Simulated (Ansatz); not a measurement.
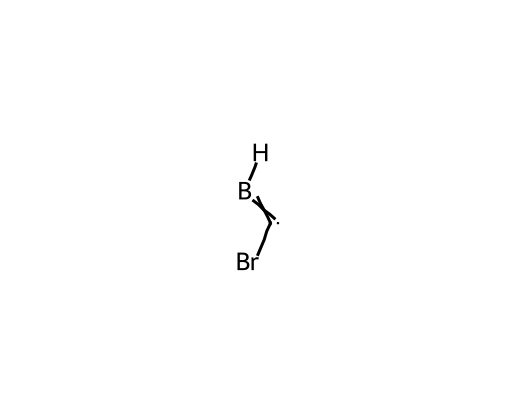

The drawing above gives the connectivity. The species is neutral and a spin doublet. The geometry was computed by an optimisation with PBE0-D4/def2-TZVP. No frequency run is at hand to confirm it as a minimum.

What does the molecule look like in three dimensions?

The molecule is CHBBr. Its SMILES string is `B=[C]Br`. Among its groups: C–Br bond, B–H bond. This geometry has C∞v symmetry. It is an open-shell species. All atoms lie on one line. Coordination: 1 B linear; 1 C linear.

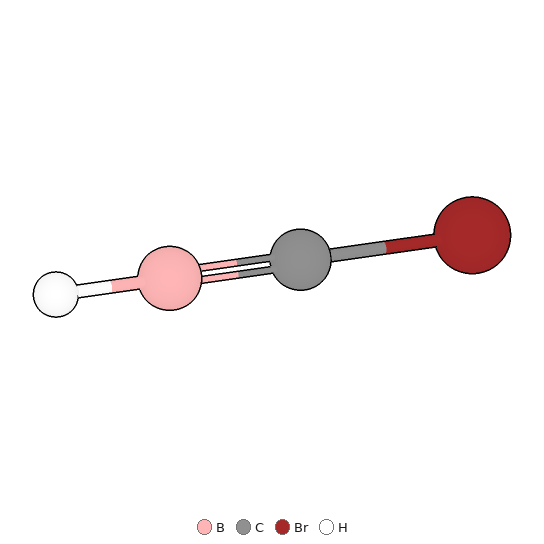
